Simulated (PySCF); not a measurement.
**[Eu(NH3)3]3+: how settings move a single point**

Which settings matter for [Eu(NH3)3]3+? Each run alters one on purpose. The structure is generated, not taken from experiment.

Method: PBE, Eu lcecp-1-SVP with ECP52, N def2-SVP, H def2-SVP; scalar-relativistic core potentials, no spin–orbit coupling; program: PySCF 2.14.0.

2 further runs of the same task are left out: 2 for a known fault of the program.

**1. Where the work starts**

13 atoms, charge 3, spin multiplicity 1.

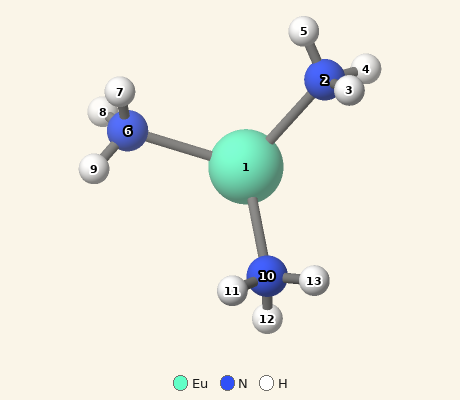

The structure; europium green, nitrogen blue, hydrogen white; atoms are numbered from 1 in the order of the file.

Coordinates:

```xyz
13
EuH9N3
Eu    0.0000    0.0000   -0.7783
N     2.3164   -0.0011    0.0120
H     2.5398   -0.6418    0.8076
H     3.0222   -0.2794   -0.7096
H     2.6835    0.9190    0.3467
N    -1.1572    2.0066    0.0120
H    -0.7141    2.5204    0.8076
H    -1.2692    2.7570   -0.7096
H    -2.1376    1.8644    0.3467
N    -1.1592   -2.0055    0.0120
H    -1.8257   -1.8786    0.8076
H    -1.7531   -2.4776   -0.7096
H    -0.5458   -2.7835    0.3467
```

Formal oxidation states: Eu +3. Each metal's 6 4f electrons lie in its core potential, so multiplicities, spins and levels count the valence alone. An earlier session relaxed this geometry at PBE, Eu lcecp-1-SVP with ECP52, N def2-SVP, H def2-SVP (singlet, point group C3).

The sound run used a (50, 194) grid (finer on f atoms), a threshold of 1e-8 and at most 55 cycles, and ended at -203.641399 Eh.

**2. Try 1**

The input, run.py (the lines that set the calculation):

```python
mol = gto.M(atom='''
Eu     0.00000     0.00000    -0.77835
N      2.31643    -0.00111     0.01197
H      2.53977    -0.64179     0.80763
H      3.02223    -0.27938    -0.70961
H      2.68347     0.91903     0.34666
N     -1.15725     2.00664     0.01197
H     -0.71407     2.52040     0.80763
H     -1.26917     2.75702    -0.70961
H     -2.13764     1.86444     0.34666
N     -1.15918    -2.00553     0.01197
H     -1.82569    -1.87860     0.80763
H     -1.75306    -2.47764    -0.70961
H     -0.54583    -2.78347     0.34666''',
    basis={'Eu': 'lcecp-1-SVP', 'N': 'def2-SVP', 'H': 'def2-SVP'},
    ecp={'Eu': 'lcecp-1-SVP'},
    charge=3, spin=0)
mf = dft.RKS(mol, xc='PBE')
mf.grids.atom_grid = (50, 194)  # f atoms: unpruned, at least (60, 302)
mf = mf.density_fit()  # fitting sets: Eu AutoAux, N def2-universal-JKFIT, H def2-universal-JKFIT
mf.conv_tol = 1e-05; mf.max_cycle = 55
mf.kernel(dm0)  # dm0: free metal ions and neutral atoms
```

Started as:

```sh
OMP_NUM_THREADS=2 python run.py
```

The log of the run:

```text
init E= -196.679212938383
  HOMO = -1.1662610445905  LUMO = -0.708209922648753  gap/eV = 12.46421
cycle= 1 E= -201.979040499492  delta_E= -5.3  |g|=  2.8  |ddm|= 3.35
  HOMO = -0.636138843396997  LUMO = -0.615577716074612  gap/eV = 0.55950
cycle= 2 E= -194.548461491779  delta_E= 7.43  |g|= 4.75  |ddm|=  5.7
  HOMO = -0.848885741424613  LUMO = -0.511510710232372  gap/eV = 9.18044
cycle= 3 E= -203.449323842124  delta_E= -8.9  |g|= 0.705  |ddm|= 5.14
  HOMO = -0.866217481650473  LUMO = -0.666988020295978  gap/eV = 5.42131
cycle= 4 E= -203.62768776815  delta_E= -0.178  |g|= 0.21  |ddm|= 1.64
  HOMO = -0.836447179233509  LUMO = -0.629359301638162  gap/eV = 5.63515
cycle= 5 E= -203.641063867366  delta_E= -0.0134  |g|= 0.0343  |ddm|= 0.327
  HOMO = -0.839892249445834  LUMO = -0.632818637537919  gap/eV = 5.63476
cycle= 6 E= -203.641390559537  delta_E= -0.000327  |g|= 0.00561  |ddm|= 0.0388
  HOMO = -0.840317942573196  LUMO = -0.633525179352295  gap/eV = 5.62712
cycle= 7 E= -203.641398501291  delta_E= -7.94e-06  |g|= 0.000837  |ddm|= 0.00686
  HOMO = -0.840335146291057  LUMO = -0.633373859492151  gap/eV = 5.63170
Extra cycle  E= -203.641398420065  delta_E= 8.12e-08  |g|= 0.00104  |ddm|= 0.00191
converged SCF energy = -203.641398420065
```

It took 5.5 s on 2 threads of Arm Neoverse V2, shared host.

Changed: the SCF threshold (1e-05). It converges in 7 cycles, at the sound run's energy within 0.001 eV, with a largest force component of 0.01 eV/Å. The result survives the change.

**3. Try 2**

Edit run.py (the lines that set the calculation) of step 2 so:

```diff
@@ -10,3 +10,3 @@
 H     -2.13764     1.86444     0.34666
-N     -1.15918    -2.00553     0.01197
+N     -0.52097    -0.90135    -0.42315
 H     -1.82569    -1.87860     0.80763
@@ -20,3 +20,3 @@
 mf = mf.density_fit()  # fitting sets: Eu AutoAux, N def2-universal-JKFIT, H def2-universal-JKFIT
-mf.conv_tol = 1e-05; mf.max_cycle = 55
+mf.conv_tol = 1e-08; mf.max_cycle = 89
 mf.kernel(dm0)  # dm0: free metal ions and neutral atoms
```

Started as:

```sh
OMP_NUM_THREADS=2 python run.py
```

The log of the run:

```text
init E= -196.0189552137
  HOMO = -1.02100052107184  LUMO = -0.850601572305557  gap/eV = 4.63679
cycle= 1 E= -198.59170510464  delta_E= -2.57  |g|= 3.25  |ddm|= 5.08
  HOMO = -0.389682940817536  LUMO = -0.387603449975382  gap/eV = 0.05659
cycle= 2 E= -185.382805708748  delta_E= 13.2  |g|= 6.03  |ddm|= 10.8
  HOMO = -0.791522086982638  LUMO = -0.717415484274795  gap/eV = 2.01654
cycle= 3 E= -200.702872492085  delta_E= -15.3  |g|= 1.19  |ddm|=   10
  HOMO = -0.83001184119232  LUMO = -0.691657006878026  gap/eV = 3.76483
cycle= 4 E= -196.760094451549  delta_E= 3.94  |g|= 2.83  |ddm|= 4.74
  HOMO = -0.776293268689163  LUMO = -0.693221572481389  gap/eV = 2.26050
cycle= 5 E= -201.564280661142  delta_E= -4.8  |g|= 0.897  |ddm|=  3.4
  HOMO = -0.766650386849891  LUMO = -0.713531565876999  gap/eV = 1.44544
cycle= 6 E= -201.792065492962  delta_E= -0.228  |g|= 0.349  |ddm|= 1.17
  HOMO = -0.777004885900541  LUMO = -0.761425732087463  gap/eV = 0.42393
cycle= 7 E= -201.457864688585  delta_E= 0.334  |g|= 0.895  |ddm|= 1.26
  HOMO = -0.777412961189324  LUMO = -0.762269925281245  gap/eV = 0.41206
cycle= 8 E= -201.377249323887  delta_E= 0.0806  |g|= 0.996  |ddm|= 0.128
  HOMO = -0.777819954105897  LUMO = -0.750093323647967  gap/eV = 0.75448
cycle= 9 E= -201.731011941763  delta_E= -0.354  |g|= 0.416  |ddm|= 0.788
  HOMO = -0.776682200088803  LUMO = -0.740365242812146  gap/eV = 0.98823
cycle= 10 E= -201.803083694221  delta_E= -0.0721  |g|= 0.22  |ddm|= 0.606
  HOMO = -0.792169601074845  LUMO = -0.722022754578378  gap/eV = 1.90879
cycle= 11 E= -201.823290466674  delta_E= -0.0202  |g|= 0.0638  |ddm|= 0.351
  HOMO = -0.798092185394247  LUMO = -0.729615147120449  gap/eV = 1.86336
cycle= 12 E= -201.824184577593  delta_E= -0.000894  |g|= 0.0427  |ddm|= 0.148
  HOMO = -0.799365090135852  LUMO = -0.731152572504007  gap/eV = 1.85616
cycle= 13 E= -201.825242551741  delta_E= -0.00106  |g|= 0.0115  |ddm|= 0.075
  HOMO = -0.800594282925797  LUMO = -0.731481875427075  gap/eV = 1.88064
cycle= 14 E= -201.825291461248  delta_E= -4.89e-05  |g|= 0.0037  |ddm|= 0.0238
  HOMO = -0.800885491750354  LUMO = -0.731802084526041  gap/eV = 1.87986
cycle= 15 E= -201.825295931107  delta_E= -4.47e-06  |g|= 0.00168  |ddm|= 0.00769
  HOMO = -0.800922632483175  LUMO = -0.731915674634116  gap/eV = 1.87777
cycle= 16 E= -201.825297511258  delta_E= -1.58e-06  |g|= 0.000515  |ddm|= 0.00359
  HOMO = -0.800925409156678  LUMO = -0.731909401896754  gap/eV = 1.87802
cycle= 17 E= -201.825297673643  delta_E= -1.62e-07  |g|= 0.000101  |ddm|= 0.000966
  HOMO = -0.800934759973384  LUMO = -0.731911051282179  gap/eV = 1.87823
cycle= 18 E= -201.825297676765  delta_E= -3.12e-09  |g|= 3.75e-05  |ddm|= 0.00016
  HOMO = -0.800933248373788  LUMO = -0.731915688421335  gap/eV = 1.87806
Extra cycle  E= -201.825297675745  delta_E= 1.02e-09  |g|= 7.29e-05  |ddm|= 0.000155
converged SCF energy = -201.825297675745
```

Run time: 9.3 s. Hardware: 2 threads of Arm Neoverse V2, shared host.

Changed: one atom's place (atom 10 put 1.1 Å from the metal); the cycle limit is 89. It converges in 18 cycles, +49.419 eV from the sound run, with a largest force component of 141.98 eV/Å. The setting is unsound, so these numbers aren't the compound's.

**4. Try 3**

The input, run.py (the lines that set the calculation):

```python
mol = gto.M(atom='''
Eu     0.00000     0.00000    -0.87175
N      2.59440    -0.00125     0.01341
H      2.84454    -0.71881     0.90454
H      3.38490    -0.31290    -0.79477
H      3.00549     1.02931     0.38826
N     -1.29612     2.24744     0.01341
H     -0.79976     2.82285     0.90454
H     -1.42147     3.08786    -0.79477
H     -2.39416     2.08817     0.38826
N     -1.29828    -2.24619     0.01341
H     -2.04478    -2.10404     0.90454
H     -1.96343    -2.77496    -0.79477
H     -0.61133    -3.11749     0.38826''',
    basis={'Eu': 'lcecp-1-SVP', 'N': 'def2-SVP', 'H': 'def2-SVP'},
    ecp={'Eu': 'lcecp-1-SVP'},
    charge=3, spin=0)
mf = dft.RKS(mol, xc='PBE')
mf.grids.atom_grid = (50, 194)  # f atoms: unpruned, at least (60, 302)
mf = mf.density_fit()  # fitting sets: Eu AutoAux, N def2-universal-JKFIT, H def2-universal-JKFIT
mf.conv_tol = 1e-08; mf.max_cycle = 55
mf.kernel(dm0)  # dm0: free metal ions and neutral atoms
```

Started as:

```sh
OMP_NUM_THREADS=2 python run.py
```

The log of the run:

```text
init E= -196.294893256075
  HOMO = -1.07556894025641  LUMO = -0.665017889736858  gap/eV = 11.17166
cycle= 1 E= -201.623185359798  delta_E= -5.33  |g|=  2.9  |ddm|=  3.1
  HOMO = -0.603722245766031  LUMO = -0.598448290006404  gap/eV = 0.14351
cycle= 2 E= -186.75329731339  delta_E= 14.9  |g|= 5.61  |ddm|= 7.15
  HOMO = -0.736723187538464  LUMO = -0.491513798222491  gap/eV = 6.67249
cycle= 3 E= -203.137910998013  delta_E= -16.4  |g|= 1.03  |ddm|= 6.83
  HOMO = -0.808784650751794  LUMO = -0.679984913912916  gap/eV = 3.50482
cycle= 4 E= -203.507149489453  delta_E= -0.369  |g|= 0.267  |ddm|= 2.35
  HOMO = -0.780120434584396  LUMO = -0.627202209161025  gap/eV = 4.16112
cycle= 5 E= -203.53555151328  delta_E= -0.0284  |g|= 0.039  |ddm|= 0.496
  HOMO = -0.784338438139965  LUMO = -0.634337611394928  gap/eV = 4.08173
cycle= 6 E= -203.536136394583  delta_E= -0.000585  |g|= 0.00941  |ddm|= 0.0669
  HOMO = -0.784715449283794  LUMO = -0.63458631519663  gap/eV = 4.08522
cycle= 7 E= -203.536158664351  delta_E= -2.23e-05  |g|= 0.00225  |ddm|= 0.00808
  HOMO = -0.784738067412546  LUMO = -0.634367545172565  gap/eV = 4.09179
cycle= 8 E= -203.536160321093  delta_E= -1.66e-06  |g|= 0.000538  |ddm|= 0.00287
  HOMO = -0.784730613328143  LUMO = -0.634344573187992  gap/eV = 4.09221
cycle= 9 E= -203.536160309747  delta_E= 1.13e-08  |g|= 0.000596  |ddm|= 0.000859
  HOMO = -0.784758009329277  LUMO = -0.634338429690997  gap/eV = 4.09313
cycle= 10 E= -203.53616039451  delta_E= -8.48e-08  |g|= 3.15e-05  |ddm|= 0.000479
  HOMO = -0.784757743054014  LUMO = -0.634338001002319  gap/eV = 4.09313
cycle= 11 E= -203.536160394772  delta_E= -2.62e-10  |g|= 6.85e-06  |ddm|= 3.33e-05
  HOMO = -0.784759485934754  LUMO = -0.634339413328986  gap/eV = 4.09314
Extra cycle  E= -203.536160394755  delta_E= 1.64e-11  |g|= 1.11e-05  |ddm|= 1.45e-05
converged SCF energy = -203.536160394755
```

It took 6.3 s on 2 threads of Arm Neoverse V2, shared host.

Changed: the scale of all coordinates (1.12). It converges in 11 cycles, +2.864 eV from the sound run, with a largest force component of 3.12 eV/Å. The setting is unsound, so these numbers aren't the compound's.

**5. Try 4**

The input, run.py (the lines that set the calculation):

```python
mol = gto.M(atom='''
Eu     0.00000     0.00000    -0.77835
N      2.31643    -0.00111     0.01197
H      2.53977    -0.64179     0.80763
H      3.02223    -0.27938    -0.70961
H      2.68347     0.91903     0.34666
N     -1.15725     2.00664     0.01197
H     -0.71407     2.52040     0.80763
H     -1.26917     2.75702    -0.70961
H     -2.13764     1.86444     0.34666
N     -1.15918    -2.00553     0.01197
H     -1.82569    -1.87860     0.80763
H     -1.75306    -2.47764    -0.70961
H     -0.54583    -2.78347     0.34666''',
    basis={'Eu': 'lcecp-1-SVP', 'N': 'def2-SVP', 'H': 'def2-SVP'},
    ecp={'Eu': 'lcecp-1-SVP'},
    charge=3, spin=0)
mf = dft.RKS(mol, xc='PBE')
mf.grids.atom_grid = (50, 194)  # f atoms: unpruned, at least (60, 302)
mf = mf.density_fit()  # fitting sets: Eu AutoAux, N def2-universal-JKFIT, H def2-universal-JKFIT
mf.conv_tol = 1e-08; mf.max_cycle = 55
mf.kernel(dm0)  # dm0: smeared density
```

Started as:

```sh
OMP_NUM_THREADS=2 python run.py
```

The log of the run:

```text
init E= -203.604431619218
  HOMO = -0.842616002814211  LUMO = -0.626333945719013  gap/eV = 5.88533
cycle= 1 E= -203.640450131808  delta_E= -0.036  |g|= 0.0532  |ddm|= 0.105
  HOMO = -0.835514632141901  LUMO = -0.640650170941311  gap/eV = 5.30253
cycle= 2 E= -203.638389596433  delta_E= 0.00206  |g|= 0.107  |ddm|= 0.194
  HOMO = -0.840982115521862  LUMO = -0.635420339912104  gap/eV = 5.59362
cycle= 3 E= -203.641377011826  delta_E= -0.00299  |g|= 0.00726  |ddm|= 0.104
  HOMO = -0.840172462346186  LUMO = -0.633379834213639  gap/eV = 5.62711
cycle= 4 E= -203.641398455439  delta_E= -2.14e-05  |g|= 0.00103  |ddm|= 0.0146
  HOMO = -0.840302750577631  LUMO = -0.63345287099598  gap/eV = 5.62867
cycle= 5 E= -203.641398699189  delta_E= -2.44e-07  |g|= 0.000134  |ddm|= 0.00098
  HOMO = -0.840307409675351  LUMO = -0.633450437265956  gap/eV = 5.62886
cycle= 6 E= -203.641398703312  delta_E= -4.12e-09  |g|= 1.93e-05  |ddm|= 0.000125
  HOMO = -0.84030911529145  LUMO = -0.633451210651394  gap/eV = 5.62889
Extra cycle  E= -203.641398703293  delta_E= 1.93e-11  |g|= 2.21e-05  |ddm|= 4.18e-05
converged SCF energy = -203.641398703293
```

Wall time 5.2 s (2 threads of Arm Neoverse V2, shared host).

Changed: the starting guess (smeared density). It converges in 6 cycles, at the sound run's energy within 0.001 eV, with a largest force component of 0.01 eV/Å. The result survives the change.

**6. Try 5**

Edit run.py (the lines that set the calculation) of step 5 so:

```diff
@@ -18,5 +18,5 @@
 mf = dft.RKS(mol, xc='PBE')
-mf.grids.atom_grid = (50, 194)  # f atoms: unpruned, at least (60, 302)
+mf.grids.atom_grid = (10, 14)  # f atoms: unpruned
 mf = mf.density_fit()  # fitting sets: Eu AutoAux, N def2-universal-JKFIT, H def2-universal-JKFIT
 mf.conv_tol = 1e-08; mf.max_cycle = 55
-mf.kernel(dm0)  # dm0: smeared density
+mf.kernel(dm0)  # dm0: free metal ions and neutral atoms
```

Started as:

```sh
OMP_NUM_THREADS=2 python run.py
```

The log of the run:

```text
init E= -196.817177199585
  HOMO = -1.17066847320228  LUMO = -0.707806011545483  gap/eV = 12.59513
cycle= 1 E= -202.249359021071  delta_E= -5.43  |g|= 2.81  |ddm|= 3.36
  HOMO = -0.625161966401476  LUMO = -0.617948776107845  gap/eV = 0.19628
cycle= 2 E= -195.680194066214  delta_E= 6.57  |g|= 4.67  |ddm|= 6.34
  HOMO = -0.864556404053586  LUMO = -0.524733853258137  gap/eV = 9.24704
cycle= 3 E= -203.740447706244  delta_E= -8.06  |g|= 0.64  |ddm|= 5.84
  HOMO = -0.85988415312025  LUMO = -0.659538275755976  gap/eV = 5.45169
cycle= 4 E= -203.879153054684  delta_E= -0.139  |g|= 0.224  |ddm|= 1.44
  HOMO = -0.844754925440984  LUMO = -0.623604391329468  gap/eV = 6.01781
cycle= 5 E= -203.890423214707  delta_E= -0.0113  |g|= 0.119  |ddm|= 0.342
  HOMO = -0.84056178838966  LUMO = -0.623061678061069  gap/eV = 5.91848
cycle= 6 E= -203.893275177689  delta_E= -0.00285  |g|= 0.0348  |ddm|= 0.113
  HOMO = -0.845485007081081  LUMO = -0.625138144782883  gap/eV = 5.99594
cycle= 7 E= -203.893550131491  delta_E= -0.000275  |g|= 0.00289  |ddm|= 0.0291
  HOMO = -0.845520093049357  LUMO = -0.625458700864015  gap/eV = 5.98818
cycle= 8 E= -203.893552167906  delta_E= -2.04e-06  |g|= 0.000448  |ddm|= 0.00345
  HOMO = -0.845520390880721  LUMO = -0.625410010180888  gap/eV = 5.98951
cycle= 9 E= -203.893552216551  delta_E= -4.86e-08  |g|= 0.000204  |ddm|= 0.000563
  HOMO = -0.845516738733369  LUMO = -0.625404080625944  gap/eV = 5.98957
cycle= 10 E= -203.893552224106  delta_E= -7.56e-09  |g|= 9.16e-05  |ddm|= 0.000218
  HOMO = -0.845518029564014  LUMO = -0.625399812670553  gap/eV = 5.98972
Extra cycle  E= -203.893552219781  delta_E= 4.32e-09  |g|= 0.000168  |ddm|= 0.000195
converged SCF energy = -203.893552219781
```

It took 4 s on 2 threads of Arm Neoverse V2, shared host.

Changed: the integration grid, to (10, 14). It converges in 10 cycles, -6.861 eV from the sound run, with a largest force component of 12.04 eV/Å. The setting is unsound, so these numbers aren't the compound's.

**7. Results**

| run | changed | ending | energy change (eV) | cycles | time | usable |
| --- | --- | --- | --- | --- | --- | --- |
| 1 | the SCF threshold | converged | 0.000 | 7 | 5.5 s | yes |
| 2 | one atom's place | converged | +49.419 | 18 | 9.3 s | no |
| 3 | the scale of all coordinates | converged | +2.864 | 11 | 6.3 s | no |
| 4 | the starting guess | converged | 0.000 | 6 | 5.2 s | yes |
| 5 | the integration grid | converged | -6.861 | 10 | 4 s | no |

2 of 5 altered runs give a usable result. 3 ended normally with numbers unfit to quote.
